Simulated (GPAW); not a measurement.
# Zr2COS MXene monolayer: simulated STM images

Aim: Tersoff-Hamann images of Zr2COS MXene monolayer at several biases.

Method: GPAW, PAW setups; layer in a repeated cell with vacuum, relaxation of atoms and in-plane cell, in the first sound run; inputs show where later runs differ, in GPAW 26.7.0.

### Step 1. The structure

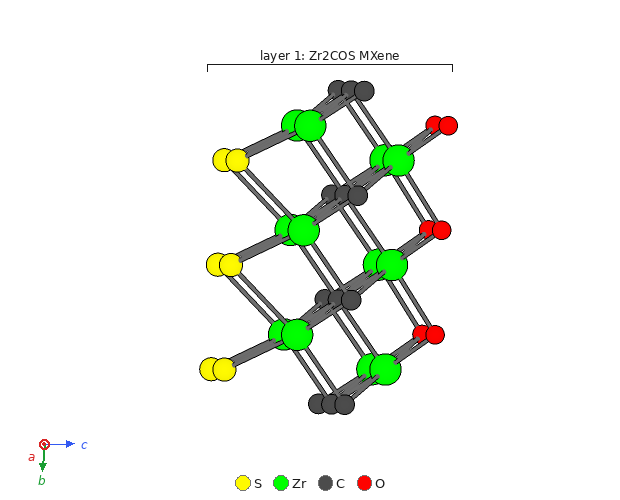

Start, viewed from the side, with the c axis across the page; sulfur yellow, zirconium green, carbon dark grey, oxygen red. 2×3×1 cells are drawn. Some periodic images of atoms are drawn too.

The cell holds 5 atoms: 1 S, 2 Zr, 1 C and 1 O. Cell: a = 3.289 Å, b = 3.289 Å, c = 21.587 Å, α = 90.0°, β = 90.0°, γ = 120.0°. Vacuum lies along c.

### Step 2. Relaxation

The atoms are relaxed first, since the surface dipole, and with it the work function, follows the positions of the outer layers.

run.py

```python
import json
import numpy as np
from ase import Atoms
from ase.filters import FrechetCellFilter
from ase.optimize import BFGS
from gpaw import GPAW, PW

slab = Atoms(
    ['S', 'Zr', 'C', 'Zr', 'O'],
    positions=[
        [-0.00000, 1.89891, 8.00000],
        [1.64450, 0.94945, 9.81240],
        [0.00000, 0.00000, 11.11015],
        [-0.00000, 1.89891, 12.40790],
        [1.64450, 0.94945, 13.58662]],
    cell=[[3.289, 0.0, 0.0], [-1.6445, 2.84836, 0.0], [0.0, 0.0, 21.5866]],
    pbc=[True, True, True])

slab.calc = GPAW(mode=PW(600), xc='PBE', kpts={'size': (12, 12, 1), 'gamma': True},
                 occupations={'name': 'fermi-dirac', 'width': 0.05}, nbands='160%',
                 convergence={'density': 1e-05}, maxiter=200,
                 symmetry={'tolerance': 1e-3}, txt='slab.txt')
result = {}
# The in-plane cell is free; stress needs a cell that repeats along all three vectors
path = []
opt = BFGS(FrechetCellFilter(slab, mask=[1, 1, 0, 0, 0, 1]), maxstep=0.2)
opt.attach(lambda: path.append((slab.get_potential_energy(), slab.positions.tolist(), slab.get_forces().tolist())))
result['relaxed'] = bool(opt.run(fmax=0.02, steps=45))
result['path'] = path
result['cell'] = slab.cell.tolist()
print('in-plane lattice', slab.cell.cellpar().round(4)[[0, 1, 5]])
energy = slab.get_potential_energy()
fermi = slab.calc.get_fermi_level()
v = slab.calc.get_electrostatic_potential().mean((0, 1)) - fermi
n = slab.calc.get_pseudo_density().mean((0, 1))
L = slab.cell[2, 2]
z = np.arange(len(v)) * L / len(v)
low, high = slab.positions[:, 2].min(), slab.positions[:, 2].max()
below, above = np.interp([low - 5.8, high + 5.8], z, v)
slopes = [np.interp(x, z, np.gradient(v, z)) for x in (low - 5.8, high + 5.8)]
eps = np.array([[slab.calc.get_eigenvalues(k, s) for k in range(len(slab.calc.get_ibz_k_points()))]
                for s in range(slab.calc.get_number_of_spins())]) - fermi
top, bottom = eps[eps < 0].max(), eps[eps > 0].min()
dipole = slab.get_dipole_moment()[2]
print(f'energy {energy:.4f} eV, Fermi level {fermi:.4f} eV, dipole {dipole:.5f} e A')
print(f'potential 5.8 A off the faces, from the Fermi level: lower {below:.4f} eV, upper {above:.4f} eV')
print(f'slope of the potential there: lower {slopes[0]:.5f}, upper {slopes[1]:.5f} eV/A')
print(f'nearest levels on the mesh: {top:.4f} and {bottom:.4f} eV')
print('magnetic moment', round(slab.get_magnetic_moment(), 3))
result.update(energy=energy, fermi=fermi, dipole=dipole, below=below, above=above, slopes=slopes, edges=[top, bottom],
              z=z.tolist(), v=v.tolist(), n=n.tolist(), positions=slab.positions.tolist(),
              forces=slab.get_forces(apply_constraint=False).tolist(), moments=slab.get_magnetic_moments().tolist())
json.dump(result, open('result.json', 'w'))
```

Launch:

```
$ OMP_NUM_THREADS=1 OPENBLAS_NUM_THREADS=1 python run.py
```

The program printed:

```text
Step          Energy          fmax
BFGS:    0      -41.032583        4.694116
BFGS:    1      -41.443436        2.350132
BFGS:    2      -41.637442        0.489200
BFGS:    3      -41.653345        0.452156
BFGS:    4      -41.733108        0.503923
BFGS:    5      -41.746961        0.462732
BFGS:    6      -41.762563        0.206703
BFGS:    7      -41.764653        0.069957
BFGS:    8      -41.764429        0.068677
BFGS:    9      -41.764108        0.048009
BFGS:   10      -41.763921        0.031483
BFGS:   11      -41.763935        0.017990
in-plane lattice [  3.3672   3.3672 120.    ]
energy -41.7614 eV, Fermi level -0.4870 eV, dipole 0.11933 e A
potential 5.8 A off the faces, from the Fermi level: lower 5.6442 eV, upper 5.1591 eV
slope of the potential there: lower 0.10189, upper 0.10205 eV/A
nearest levels on the mesh: -0.1221 and 0.0258 eV
magnetic moment 0.0
```

Run time: 11 min. Hardware: 1 thread of Intel Xeon at 2.60GHz (Ice Lake), shared host; peak memory 0.47 GiB.

Numbers from this step:

```
dipole along the normal                    : 0.1193 e·Å
levels nearest the Fermi level on the mesh : -0.1221, 0.02580 eV from the Fermi level
```

The electrostatic potential energy of an electron (without an applied field's), less the Fermi level, planar mean oscillates, so the rows of the table below give means over windows of 2 Å about each position, cut where the curve ends. Its maxima inside the range that stand out by 2 % of the span (Å: eV): 5.9: 5.97, 8.8: -4.76, 10.6: -5.35, 11.6: -4.66. Its minima: 8.2: -15.6, 9.8: -20.2, 11.1: -9.10, 12.5: -20.9.

Electrostatic potential energy of an electron (without an applied field's), less the Fermi level, planar mean against z; means over each step:

| z (Å) | electrostatic potential energy of an electron (without an applied field's), less the Fermi level, planar mean (eV) |
| --- | --- |
| 0 | 5.45 |
| 2 | 5.61 |
| 4 | 5.81 |
| 6 | 5.84 |
| 8 | -5.42 |
| 10 | -11.7 |
| 12 | -12.2 |
| 14 | -2.05 |
| 16 | 4.82 |
| 18 | 5.04 |
| 20 | 5.24 |

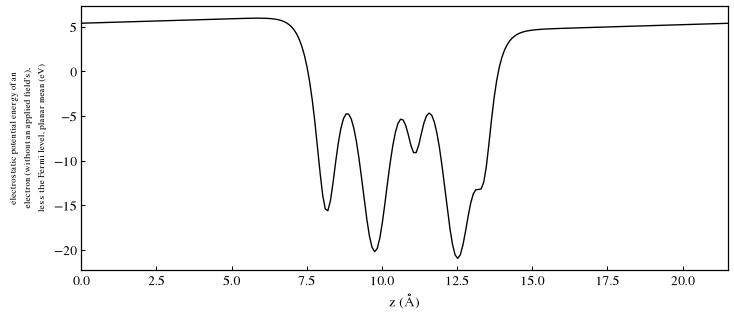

Electrostatic potential energy of an electron (without an applied field's), less the Fermi level, planar mean, plotted against z.

Table of pseudo valence density, planar mean by z:

| z (Å) | pseudo valence density, planar mean (e/Å³) |
| --- | --- |
| 4 | 5.3e-6 |
| 6 | 0.00265 |
| 8 | 0.373 |
| 10 | 0.896 |
| 12 | 0.543 |
| 14 | 0.208 |
| 16 | 2.3e-4 |
| 18 | 0 |

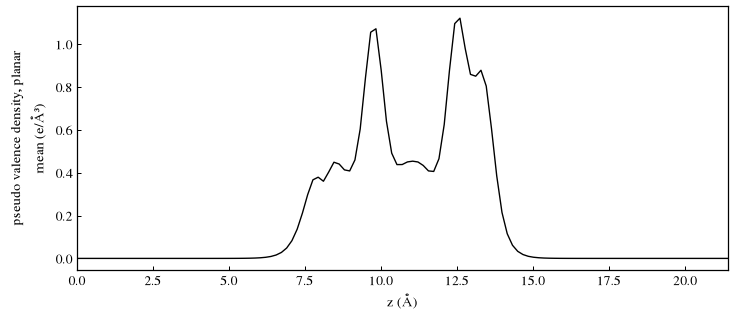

Pseudo valence density, planar mean against z.

The relaxation lowered the energy of the cell by 0.734 eV (energies extrapolated to zero smearing; the optimiser's log prints free energies). The largest force left on a free atom is 0.018 eV/Å.

### Step 3. Plane waves, PBE

With the geometry fixed, the planar mean of the potential gives the vacuum level on each side.

This step: GPAW, PAW setups; slab in vacuum (GPAW 26.7.0).

The cell differs from the one that the last finished run ended in (c 21.587 → 21.229 Å).

run.py

```python
import json
import numpy as np
from ase import Atoms
from ase.dft.stm import STM
from gpaw import GPAW, PW

slab = Atoms(
    ['S', 'Zr', 'C', 'Zr', 'O'],
    positions=[
        [-0.00000, 1.94408, 8.00000],
        [1.68362, 0.97204, 9.60718],
        [0.00000, -0.00000, 10.94108],
        [-0.00000, 1.94408, 12.34862],
        [1.68362, 0.97204, 13.22921]],
    cell=[[3.36724, -0.0, 0.0], [-1.68362, 2.91612, 0.0], [0.0, 0.0, 21.2292]],
    pbc=[True, True, False])

slab.calc = GPAW(mode=PW(500), xc='PBE', kpts={'size': (12, 12, 1), 'gamma': True},
                 occupations={'name': 'fermi-dirac', 'width': 0.05}, nbands='160%',
                 convergence={'density': 1e-05}, maxiter=200,
                 poissonsolver={'dipolelayer': 'xy'},
                 symmetry={'tolerance': 1e-3}, txt='slab.txt')
result = {}
energy = slab.get_potential_energy()
fermi = slab.calc.get_fermi_level()
v = slab.calc.get_electrostatic_potential().mean((0, 1)) - fermi
n = slab.calc.get_pseudo_density().mean((0, 1))
L = slab.cell[2, 2]
z = np.arange(len(v)) * L / len(v)
low, high = slab.positions[:, 2].min(), slab.positions[:, 2].max()
below, above = np.interp([low - 5.8, high + 5.8], z, v)
slopes = [np.interp(x, z, np.gradient(v, z)) for x in (low - 5.8, high + 5.8)]
eps = np.array([[slab.calc.get_eigenvalues(k, s) for k in range(len(slab.calc.get_ibz_k_points()))]
                for s in range(slab.calc.get_number_of_spins())]) - fermi
top, bottom = eps[eps < 0].max(), eps[eps > 0].min()
dipole = slab.get_dipole_moment()[2]
print(f'energy {energy:.4f} eV, Fermi level {fermi:.4f} eV, dipole {dipole:.5f} e A')
print(f'potential 5.8 A off the faces, from the Fermi level: lower {below:.4f} eV, upper {above:.4f} eV')
print(f'slope of the potential there: lower {slopes[0]:.5f}, upper {slopes[1]:.5f} eV/A')
print(f'nearest levels on the mesh: {top:.4f} and {bottom:.4f} eV')
print('magnetic moment', round(slab.get_magnetic_moment(), 3))
result.update(energy=energy, fermi=fermi, dipole=dipole, below=below, above=above, slopes=slopes, edges=[top, bottom],
              z=z.tolist(), v=v.tolist(), n=n.tolist(), positions=slab.positions.tolist(),
              forces=slab.get_forces(apply_constraint=False).tolist(), moments=slab.get_magnetic_moments().tolist())

# Images need the states of the whole zone, up to time reversal
slab.calc = slab.calc.fixed_density(symmetry={'point_group': False}, txt='states.txt', nbands='250%',
                                    convergence={'bands': 'CBM+1.3'})
stm = STM(slab)
result['stm'] = []
for bias in [-1.0, 1.0]:
    height = high + 3.0
    current = stm.get_averaged_current(bias, height)
    x, y, h = stm.scan(bias, current)
    i, f = divmod(height / L * stm.ldos.shape[2], 1)
    I = abs((1 - f) * stm.ldos[:, :, int(i)] + f * stm.ldos[:, :, int(i) + 1])
    print(f'bias {bias} V: mean current at 3.0 A {current:.4e}, corrugation {np.ptp(h):.4f} A')
    result['stm'].append(dict(bias=bias, current=current, h=(h - high).tolist(), I=I.tolist()))
json.dump(result, open('result.json', 'w'))
```

The program printed:

```text
energy -41.3822 eV, Fermi level -0.3897 eV, dipole 0.08239 e A
potential 5.8 A off the faces, from the Fermi level: lower 6.1465 eV, upper 4.6162 eV
slope of the potential there: lower -0.00101, upper -0.00055 eV/A
nearest levels on the mesh: -0.1172 and 0.0242 eV
magnetic moment 0.0
bias -1.0 V: mean current at 3.0 A 2.5709e-06, corrugation 0.2046 A
bias 1.0 V: mean current at 3.0 A 5.4051e-06, corrugation 0.2407 A
```

Wall time 3.8 min (1 thread); peak memory 0.76 GiB.

Numbers from this step:

* dipole along the normal: 0.08239 e·Å
* levels nearest the Fermi level on the mesh: -0.1172, 0.02419 eV from the Fermi level
* upper work function: 4.616 eV
* lower work function: 6.147 eV
* corrugation -1: 0.2046 Å
* corrugation 1: 0.2407 Å

The electrostatic potential energy of an electron (without an applied field's), less the Fermi level, planar mean oscillates, so the rows of the table below give means over windows of 1 Å about each position, cut where the curve ends. Its maxima inside the range that stand out by 2 % of the span (Å: eV): 0.5: 6.15, 8.7: -4.72, 10.5: -5.35, 11.4: -4.73. Its minima: 8.1: -15.5, 9.6: -20.1, 10.9: -9.12, 12.3: -20.9.

Table of electrostatic potential energy of an electron (without an applied field's), less the Fermi level, planar mean by z; means over each step:

| z (Å) | electrostatic potential energy of an electron (without an applied field's), less the Fermi level, planar mean (eV) |
| --- | --- |
| 0 | 5.86 |
| 1 | 6.15 |
| 2 | 6.15 |
| 3 | 6.15 |
| 4 | 6.14 |
| 5 | 6.14 |
| 6 | 6.03 |
| 7 | 3.40 |
| 8 | -10.6 |
| 9 | -9.86 |
| 10 | -13.1 |
| 11 | -6.79 |
| 12 | -14.1 |
| 13 | -13.4 |
| 14 | 1.84 |
| 15 | 4.52 |
| 16 | 4.61 |
| 17 | 4.62 |
| 18 | 4.62 |
| 19 | 4.62 |
| 20 | 4.62 |
| 21 | 4.75 |

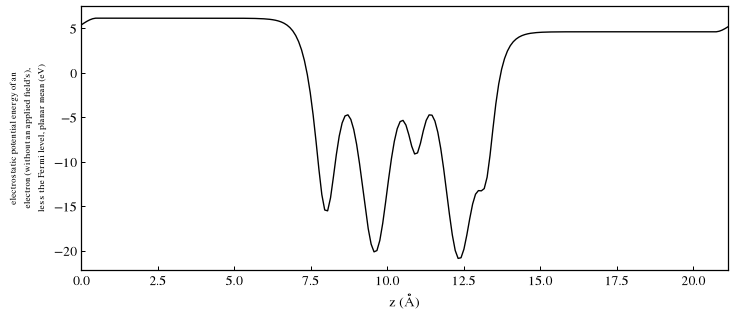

Electrostatic potential energy of an electron (without an applied field's), less the Fermi level, planar mean, plotted against z.

The pseudo valence density, planar mean by z:

```
z (Å)  pseudo valence density, planar mean (e/Å³)
    4                                      7.8e-6
    5                                      1.8e-4
    6                                     0.00438
    7                                       0.105
    8                                       0.370
    9                                       0.477
   10                                       0.685
   11                                       0.452
   12                                       0.726
   13                                       0.860
   14                                       0.120
   15                                     0.00362
   16                                      1.4e-4
   17                                      7.1e-6
```

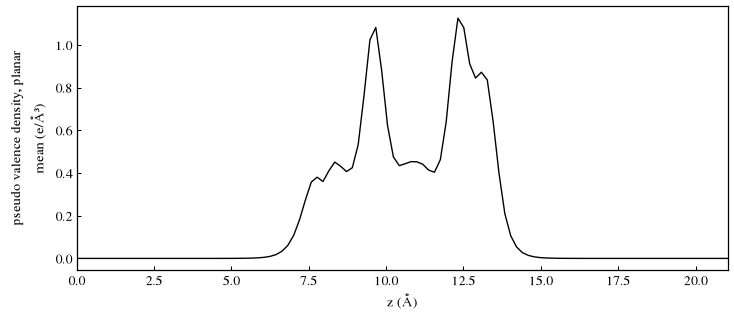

Pseudo valence density, planar mean, plotted against z.

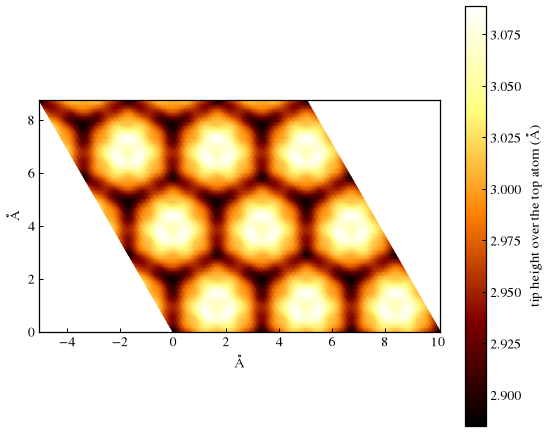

Tip height over the top atom over a1 and a2. Sample bias -1 V, constant current at the mean current 3.0 Å over the top atom. The cell is repeated, with its origin at the lower left corner.

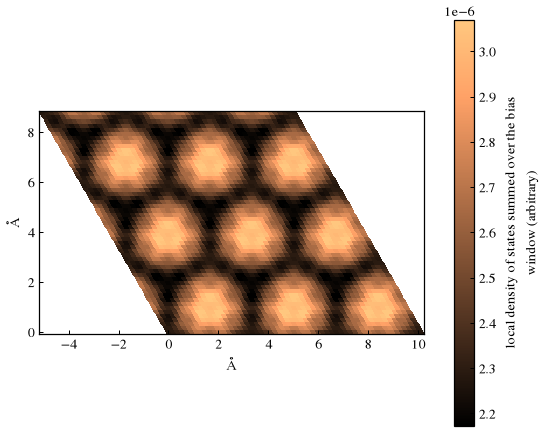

Local density of states summed over the bias window over a1 and a2. Sample bias -1 V, constant height 3.0 Å over the top atom. The cell is repeated, with its origin at the lower left corner.

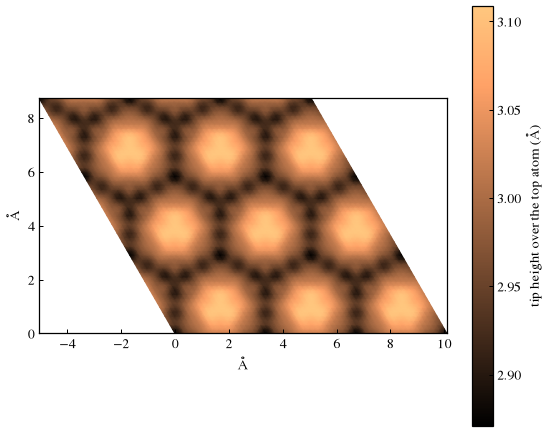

Tip height over the top atom over a1 and a2. Sample bias 1 V, constant current at the mean current 3.0 Å over the top atom. The cell is repeated, with its origin at the lower left corner.

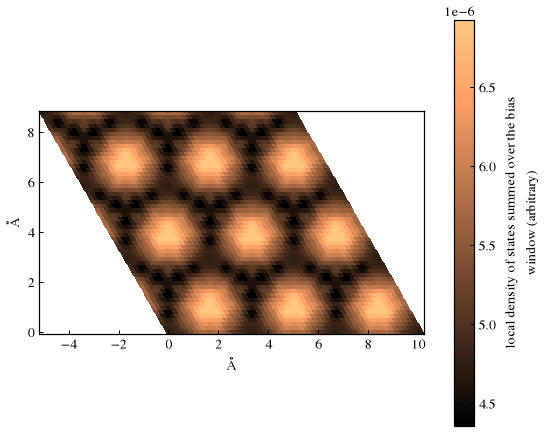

Local density of states summed over the bias window over a1 and a2. Sample bias 1 V, constant height 3.0 Å over the top atom. The cell is repeated, with its origin at the lower left corner.

Force by atom:

| atom | x (eV/Å) | y (eV/Å) | z (eV/Å) | size |
| --- | --- | --- | --- | --- |
| S1 | 0.0000 | 0.0000 | 0.0108 | 0.0108 |
| Zr2 | 0.0000 | 0.0000 | -0.0241 | 0.0241 |
| C3 | 0.0000 | 0.0000 | 0.0426 | 0.0426 |
| Zr4 | 0.0000 | 0.0000 | -0.0553 | 0.0553 |
| O5 | 0.0000 | 0.0000 | 0.0617 | 0.0617 |

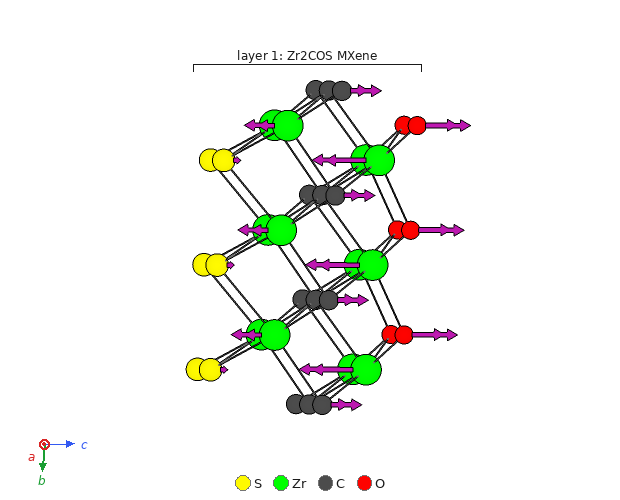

Force as arrows, the longest 0.0617 eV/Å. 2×3×1 cells are drawn. Some periodic images of atoms are drawn too.

The potential is flat to 0.001 eV/Å where it is read, so the vacuum is wide enough.

### Step 4. Results

```yaml
work_function_upper_and_lower_face: 4.616 and 6.147 eV
dipole_along_the_normal: 0.0824 e Å
corrugation_at_minus_1_v: 0.205 Å
corrugation_at_1_v: 0.241 Å
```

**Reading.** The corrugation at constant current is largest at 1 V, where the tip height varies by 0.24 Å over the cell. Negative sample bias images filled states, positive bias empty ones. The two faces differ by 1.5 eV, the step that the slab's dipole makes (e p/(ε0 A) gives 1.5 eV), so the dipole layer is needed. The images are of Tersoff-Hamann type: an s-wave tip, no tip-sample forces, heights closer than in a microscope. The relaxation of atoms and cell ran in a fully periodic cell without the dipole layer, so the atoms of this polar layer felt a small spurious field. The layer's cell and atoms come from the relaxation; spin-orbit coupling and temperature are left out.

[Logs are printed without paths, hosts, clocks, repeated set-up lines and the standing remarks that a program may print on its own settings, such as how far it seeks lower states.]

[Hosts, paths, dates, database ids (printed as entryN), source tags and the programs' standing remarks are cut or masked in the printed files.]
